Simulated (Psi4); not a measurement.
**triplet C2F4 at 4 levels**

We compute a comparison of 4 runs (UHF/STO-3G, UHF/3-21G, U-wB97X-V/6-31G*, UTPSSh/6-31G*) of triplet C2F4. 

Program for the calculation: Psi4 1.11.

## (1) The system as given

C2F4 has 6 atoms, charge 0, and is taken as a triplet. SMILES of the parent species: `FC(F)=C(F)F`. Geometry: relaxed at PBE0-D4/def2-TZVP. That shape belongs to the parent species and isn't relaxed for this state.

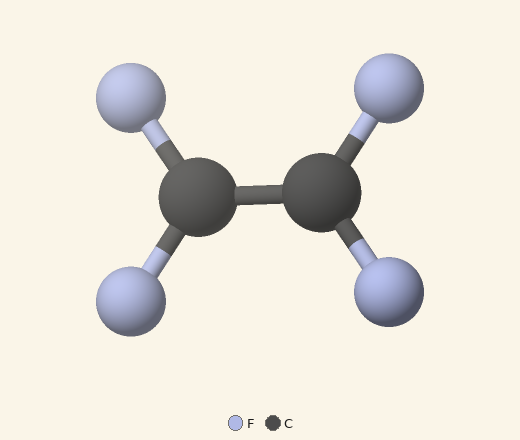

The structure, seen from a chosen angle (fluorine light blue, carbon dark grey).

## (2) The energy at UHF/STO-3G (run 1)

Input file calc.in:

```
memory 1.6 GB

molecule system {
  0 3
  F
  C 1 1.310403
  F 2 1.310461 1 113.27803
  C 2 1.31998 1 123.36136 3 -179.99481
  F 4 1.310425 2 123.36791 1 -0.00722
  F 4 1.310477 5 113.2713 2 179.99658
  units angstrom
  symmetry c1
}

set globals {
  basis         STO-3G
  reference     uhf
  puream        true
  e_convergence 1e-09
  d_convergence 1e-08
  scf_type      pk
  maxiter       200
}

energy("hf")
print_variables()
```

Run with:

```
$ psi4 -n 1 calc.in calc.out
```

calc.out:

```text
[...]
  Running in c1 symmetry.
[...]
  Nuclear repulsion =  245.555227630409746
[...]
  Multiplicity = 3
[...]
  Nalpha       = 25
  Nbeta        = 23
[...]
    Number of basis functions: 30
[...]
   @UHF iter   1:  -466.61171048136077   -1.85938e+00   1.47710e-02 DIIS/ADIIS
[...]
   @UHF iter  12:  -466.76122113612161   -2.84217e-13   3.44643e-09 DIIS
[...]
   @S^2 Observed:                2.015011285E+00
[...]
    Orbital Energies [Eh]
    ---------------------
    Alpha Occupied:
       1A    -26.012565     2A    -26.012550     3A    -26.012473
       4A    -26.012395     5A    -11.169446     6A    -11.169326
       7A     -1.615102     8A     -1.595262     9A     -1.542529
      10A     -1.531225    11A     -1.033132    12A     -0.770655
      13A     -0.734307    14A     -0.707510    15A     -0.684272
      16A     -0.645938    17A     -0.598464    18A     -0.558352
      19A     -0.556152    20A     -0.555076    21A     -0.501312
      22A     -0.500841    23A     -0.464508    24A     -0.384959
      25A     -0.149139
    Alpha Virtual:
[...]
  @UHF Final Energy:  -466.76122113612161
   => Energetics <=
    Nuclear Repulsion Energy =            245.5552276304097461
    One-Electron Energy =               -1142.7810459733373136
    Two-Electron Energy =                 430.4645972068059905
    Total Energy =                       -466.7612211361216055
  UHF NO Occupations:
  HONO-2 :   23  A 1.9963490
  HONO-1 :   24  A 1.0000000
[...]
 Multipole Moments:
 ------------------------------------------------------------------------------------
     Multipole            Electronic (a.u.)      Nuclear  (a.u.)        Total (a.u.)
 ------------------------------------------------------------------------------------
 L = 1.  Multiply by 2.5417464519 to convert [e a0] to [Debye]
 Dipole X            :         -0.0000141            0.0000084           -0.0000056
 Dipole Y            :         -0.0000073           -0.0000045           -0.0000118
 Dipole Z            :         -0.0000924           -0.0000547           -0.0001471
 Magnitude           :                                                    0.0001477
[...]
```

Wall time 1.6 s (1 thread of Intel Xeon Platinum 8375C at 2.90GHz (Ice Lake), shared host); peak memory 0.18 GiB.

## (3) Energy and gradient at UHF/3-21G (run 2)

Input file calc.inp:

```
memory 1600 mb

molecule m {
  0 3
  F
  C 1 r2
  F 2 r3 1 a3
  C 2 r4 1 a4 3 d4
  F 4 r5 2 a5 1 d5
  F 4 r6 5 a6 2 d6

  r2 = 1.310403
  r3 = 1.310461
  a3 = 113.27803
  r4 = 1.31998
  a4 = 123.36136
  d4 = -179.99481
  r5 = 1.310425
  a5 = 123.36791
  d5 = -0.00722
  r6 = 1.310477
  a6 = 113.2713
  d6 = 179.99658
  symmetry c1
  no_reorient
  no_com
}

set reference uhf
set puream true
set e_convergence 1e-09
set d_convergence 1e-08
set scf_type pk
set maxiter 200

E, wfn = gradient("hf/3-21G", return_wfn=True)
oeprop(wfn, "QUADRUPOLE", "WIBERG_LOWDIN_INDICES", "LOWDIN_CHARGES")
```

Run with:

```
$ psi4 -i calc.inp -o calc.out -n 1
```

calc.out, cut to the lines that bear on the results:

```text
[...]
  Running in c1 symmetry.
[...]
  Nuclear repulsion =  245.555227630409689
[...]
  Multiplicity = 3
[...]
  Nalpha       = 25
  Nbeta        = 23
[...]
    Number of basis functions: 54
[...]
   @UHF iter   1:  -470.61403958100465   -3.07371e-01   7.49759e-03 ADIIS/DIIS
[...]
   @UHF iter  14:  -470.70601316157553   -1.31877e-11   4.87127e-09 DIIS
[...]
   @S^2 Observed:                2.017886980E+00
[...]
  @UHF Final Energy:  -470.70601316157553
   => Energetics <=
    Nuclear Repulsion Energy =            245.5552276304096893
    One-Electron Energy =               -1142.8541870239846503
    Two-Electron Energy =                 426.5929462319994059
    Total Energy =                       -470.7060131615755267
  UHF NO Occupations:
  HONO-2 :   23  A 1.9963493
  HONO-1 :   24  A 1.0000000
[...]
  -Total Gradient:
     Atom            X                  Y                   Z
    ------   -----------------  -----------------  -----------------
       1        0.000011055719    -0.010194302286     0.030869836520
       2       -0.000045852951     0.168850402068     0.111117247078
       3        0.000004978450     0.024267113741    -0.021539119772
       4        0.000037618056    -0.168832956328    -0.111225176023
       5       -0.000008298138    -0.024298910612     0.021569423981
       6        0.000000498865     0.010208653417    -0.030792211783
[...]
 Multipole Moments:
 ------------------------------------------------------------------------------------
     Multipole            Electronic (a.u.)      Nuclear  (a.u.)        Total (a.u.)
 ------------------------------------------------------------------------------------
 L = 1.  Multiply by 2.5417464519 to convert [e a0] to [Debye]
 Dipole X            :         -0.0000206            0.0000084           -0.0000122
 Dipole Y            :          0.0000048           -0.0000045            0.0000003
 Dipole Z            :         -0.0001724           -0.0000547           -0.0002271
 Magnitude           :                                                    0.0002274
 L = 2.  Multiply by 1.3450342976 to convert [e a0^2] to [Debye ang]
 Quadrupole XX       :        -20.7888826            0.0000007          -20.7888819
 Quadrupole XY       :          0.0083435           -0.0081240            0.0002195
[...]
```

Run time: 2 s. Hardware: 1 thread of Intel Xeon Platinum 8375C at 2.90GHz (Ice Lake), shared host; peak memory 0.2 GiB.

Run 3 isn't shown in full; the table further down has it.

## (4) The energy at UTPSSh/6-31G(d) (spherical functions) (run 4)

Input file input.inp:

```
memory 1600 mb

molecule geom {
  0 3
  F
  C 1 r2
  F 2 r3 1 a3
  C 2 r4 1 a4 3 d4
  F 4 r5 2 a5 1 d5
  F 4 r6 5 a6 2 d6

  r2 = 1.310403
  r3 = 1.310461
  a3 = 113.27803
  r4 = 1.31998
  a4 = 123.36136
  d4 = -179.99481
  r5 = 1.310425
  a5 = 123.36791
  d5 = -0.00722
  r6 = 1.310477
  a6 = 113.2713
  d6 = 179.99658
  symmetry c1
}

set {
  basis 6-31G*
  reference uks
  puream true
  e_convergence 1e-09
  d_convergence 1e-08
  scf_type pk
  dft_radial_points 99
  dft_spherical_points 590
  maxiter 200
}

energy_value, wavefunction = energy("tpssh", return_wfn=True)
oeprop(wavefunction, "QUADRUPOLE", "DIPOLE", "MAYER_INDICES")
print_variables()
```

Run with:

```
$ psi4 -n 1 input.inp input.out
```

input.out:

```text
[...]
  Running in c1 symmetry.
[...]
  Nuclear repulsion =  245.555227630409746
[...]
  Multiplicity = 3
[...]
  Nalpha       = 25
  Nbeta        = 23
[...]
    Number of basis functions: 84
[...]
   @UKS iter   1:  -475.26988827576054    1.40232e-01   4.02173e-03 ADIIS/DIIS
[...]
   @UKS iter  11:  -475.31666545706162   -2.16005e-12   6.29875e-09 DIIS
[...]
   @S^2 Observed:                2.006965452E+00
[...]
    Orbital Energies [Eh]
    ---------------------
    Alpha Occupied:
       1A    -24.662336     2A    -24.662282     3A    -24.662276
       4A    -24.662254     5A    -10.268150     6A    -10.267445
       7A     -1.279137     8A     -1.263708     9A     -1.221084
      10A     -1.210302    11A     -0.797921    12A     -0.632895
      13A     -0.585249    14A     -0.581031    15A     -0.550282
      16A     -0.534254    17A     -0.495382    18A     -0.451714
      19A     -0.437091    20A     -0.432561    21A     -0.416851
      22A     -0.416042    23A     -0.397939    24A     -0.271356
      25A     -0.053699
    Alpha Virtual:
[...]
  @UKS Final Energy:  -475.31666545706162
   => Energetics <=
    Nuclear Repulsion Energy =            245.5552276304097461
    One-Electron Energy =               -1147.3071643953339844
    Two-Electron Energy =                 474.1973346606565087
    DFT Exchange-Correlation Energy =     -47.7620633527938807
    Empirical Dispersion Energy =           0.0000000000000000
    VV10 Nonlocal Energy =                  0.0000000000000000
    Total Energy =                       -475.3166654570616174
[...]
 Multipole Moments:
 ------------------------------------------------------------------------------------
     Multipole            Electronic (a.u.)      Nuclear  (a.u.)        Total (a.u.)
 ------------------------------------------------------------------------------------
 L = 1.  Multiply by 2.5417464519 to convert [e a0] to [Debye]
 Dipole X            :         -0.0000235            0.0000084           -0.0000151
 Dipole Y            :          0.0000137           -0.0000045            0.0000092
 Dipole Z            :         -0.0001581           -0.0000547           -0.0002128
 Magnitude           :                                                    0.0002135
 L = 2.  Multiply by 1.3450342976 to convert [e a0^2] to [Debye ang]
 Quadrupole XX       :        -20.9928939            0.0000007          -20.9928932
 Quadrupole XY       :          0.0083124           -0.0081240            0.0001883
[...]
```

Run time: 45 s. Hardware: 1 thread of Intel Xeon Platinum 8375C at 2.90GHz (Ice Lake), shared host; peak memory 0.88 GiB.

## (5) Overview of the runs

```csv
run,level,task,integration grid,energy (Eh),dipole moment (D),HOMO energy (eV),LUMO energy (eV),wall time
1,UHF/STO-3G,energy,–,-466.761221,0.00,-4.06,4.43,1.6 s
2,UHF/3-21G,gradient,–,-470.706013,0.00,-7.16,0.71,2 s
3,U-wB97X-V/6-31G* (spherical functions),energy,99 radial × 590 angular,-475.165840,0.00,-4.57,-1.13,77 s
4,UTPSSh/6-31G* (spherical functions),energy,99 radial × 590 angular,-475.316665,0.00,-1.46,–,45 s
```

## (6) Results

| quantity | value |
| --- | --- |
| run 4: total energy | -475.31667 Eh |
| run 4: dipole moment | 0.00 D |
| run 4: HOMO energy (highest over α and β) | -1.46 eV |
| run 4: ⟨S²⟩ | 2.007 |

In words: Totals of different functionals can't be ranked against each other. In run 1 the basis is minimal, so the values are rough. All runs together took 2.1 min, the longest 77 s.
